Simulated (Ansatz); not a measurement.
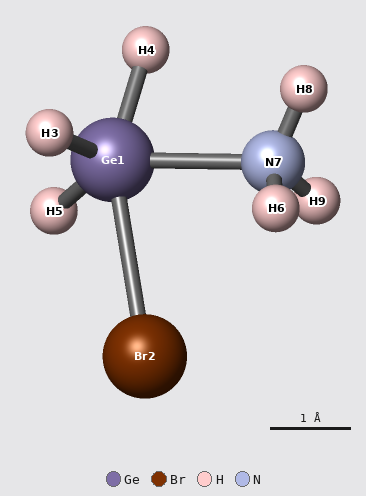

Fig. 1: The structure (ball-and-stick view, seen at a tilt; atoms are numbered from 1 in the order of the input). Sticks mark near contacts. Bond lengths as drawn: Br–Ge 2.62 Å, Ge–H 1.53 to 1.58 Å, Ge–N 2.12 Å and H–N 1.02 Å.

# Single-point calculation, with input and output: GeNH6Br

- system: GeNH6Br
- method: RKS PBE0-D4/def2-TZVPP (Ansatz 0.2.0)

The geometry is a transition state. The reaction was set up to form Ge1–N7 and Br2–H6 and to break Ge1–Br2 and H6–N7 (atoms counted from 1 in the order of the input); sticks are drawn by distance alone. The geometry comes from this level: PBE0-D4/def2-TZVP.

Output:
```
Functional definition: PBE0
  name "PBE0"
  cite "Adamo & Barone, J. Chem. Phys. 110, 6158 (1999) doi:10.1063/1.478522"
  cite "Perdew, Burke & Ernzerhof, Phys. Rev. Lett. 77, 3865 (1996) doi:10.1103/PhysRevLett.77.3865"
  parent pbe
  parameter a = 0.25
  parameter kappa = 0.804
  parameter beta = 0.06672455060314922
  exchange = (1 - a)*pbe_x(kappa = kappa, mu = beta*pi^2/3) + a*exact_x
  correlation = pbe_c(beta = beta)
1323 factors; their error is unknown
mean field evaluation 1: about -128131.4070 eV, gradient 5.0e1 eV
mean field evaluation 2: about -128127.8618 eV, gradient 6.4e1 eV
mean field evaluation 4: about -128135.6754 eV, gradient 2.9e0 eV
mean field evaluation 8: about -128135.6944 eV, gradient 3.4e-2 eV
mean field evaluation 16: about -128136.4008 eV, gradient 3.6e-5 eV
mean field -128136.40083114 eV, -4708.9258765723 hartree, gradient 3.6e-5 eV, S^2 0.000000; 0 other end points of the search recorded, 0 dependent functions left out
reference -128136.40085945 eV, -4708.9258776129 hartree; 40, 40 occupied and 171, 171 virtual orbitals, 1323 factors
Total energy: -128136.55039846 eV, -4708.9313730702 hartree
```

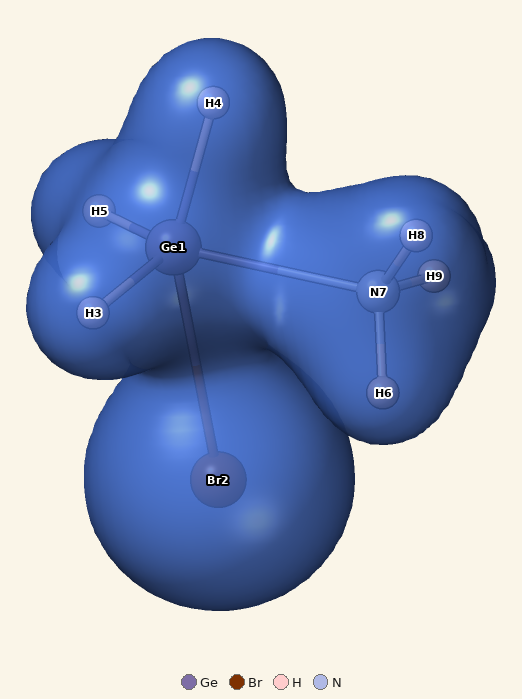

Fig. 2: Isosurface of the total electron density at 0.2 e/Å³ (blue), seen at a tilt. At this value the surface is in one piece. On the grid the lowest density along these lines, outside the cores, is 0.53 e/Å³ (Ge–N, 2.12 Å), 0.36 e/Å³ (Ge–Br, 2.62 Å), 2.3 e/Å³ (N–H, 1.02 Å) and 0.92 e/Å³ (Ge–H, 1.53 Å).

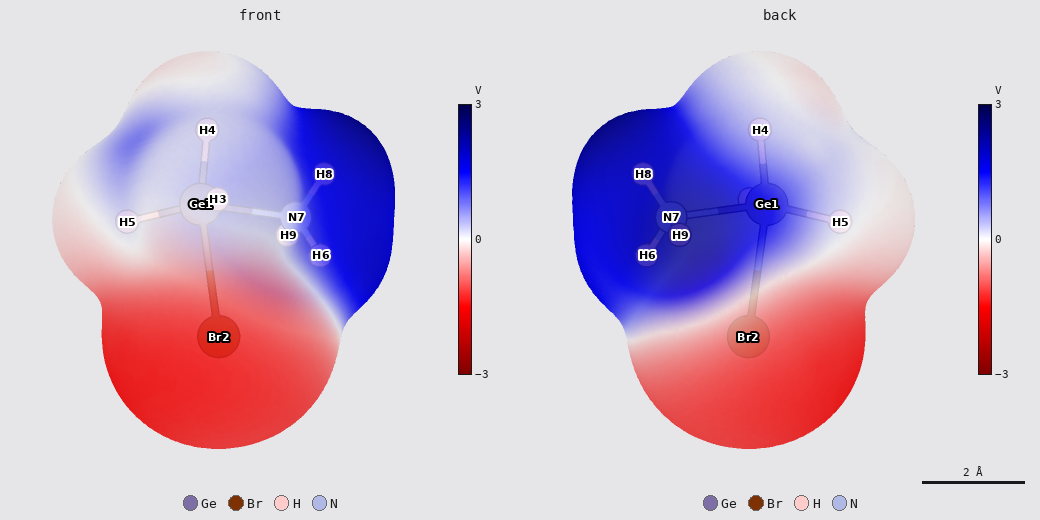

Fig. 3: The molecular electrostatic potential painted on the density surface at 0.001 e/bohr³, seen at a tilt and from behind; red is negative and blue positive.

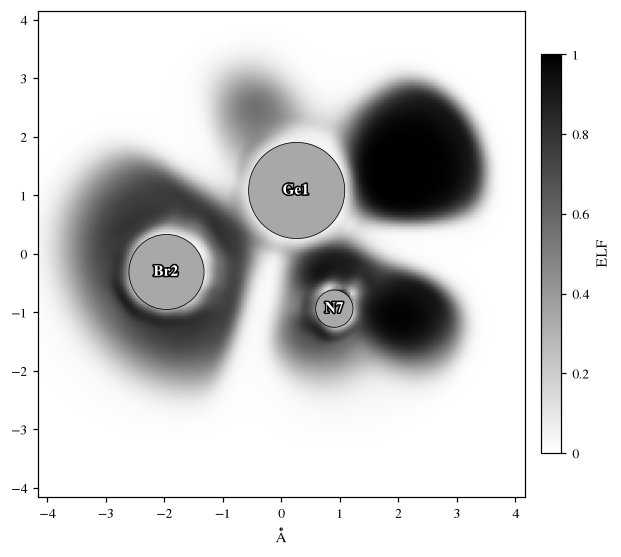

Fig. 4: Electron localisation function on the plane of atoms Br2, Ge1 and N7. Grey discs, where drawn, cover atomic cores. Atoms in the plane: Ge, Br and N. Ge–N (2.12 Å): the ELF peaks at about 0.95 in the valence shell of N, 0.7 Å from its nucleus, and is about 0.50 at the midpoint. Ge–Br (2.62 Å): the ELF peaks at about 0.80 in the valence shell of Br, 1.0 Å from its nucleus, and is about 0.65 at the midpoint.

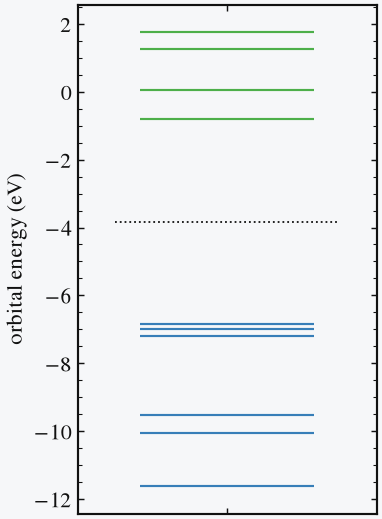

Fig. 5: Orbital energies near the frontier; the dotted line parts filled from empty levels, and levels within 0.02 eV of each other stand side by side. Highest filled −6.84 eV, lowest empty −0.81 eV, 6.03 eV apart.

This output came from the following input.

Input:
```yaml
crystal:
  periodic: [false, false, false]
  atoms:
    - {symbol: Ge, position_ang: [-0.419023, 0.078973, -0.909143]}
    - {symbol: Br, position_ang: [2.155564, 0.585327, -0.852152]}
    - {symbol: H, position_ang: [-0.214420, -1.300536, -1.535941]}
    - {symbol: H, position_ang: [-1.881551, 0.061421, -0.323549]}
    - {symbol: H, position_ang: [-0.487729, 1.302475, -1.836960]}
    - {symbol: H, position_ang: [1.025919, -0.637468, 1.131748]}
    - {symbol: N, position_ang: [0.121888, -0.169841, 1.125544]}
    - {symbol: H, position_ang: [-0.575145, -0.669754, 1.670974]}
    - {symbol: H, position_ang: [0.274496, 0.749503, 1.529580]}
basis:
  gaussian: {orbitals: def2-TZVPP}
hamiltonian: {xc: pbe0, dispersion: d4}
output: {orbitals: {seedname: orbitals}}
```

Launch command:
```bash
ansatz run in.yaml --threads 4 --pin off --events-out ev --progress --plain --max-ram 9574MiB
```

Results in brief:

| quantity | value |
| --- | --- |
| outcome | converged |
| total energy | −128136.5504 eV |
| mean-field energy | −128136.4009 eV |
| dispersion energy | −0.1495 eV |
| SCF solution under orbital rotations | stable |
| HOMO | −6.84 eV |
| LUMO | −0.81 eV |
| hardware | 4 threads of Arm Neoverse V1, 23 GiB of memory available, shared host |
| wall time | 3.3 s (CPU time 12 s) |
| peak memory | 0.64 GiB |
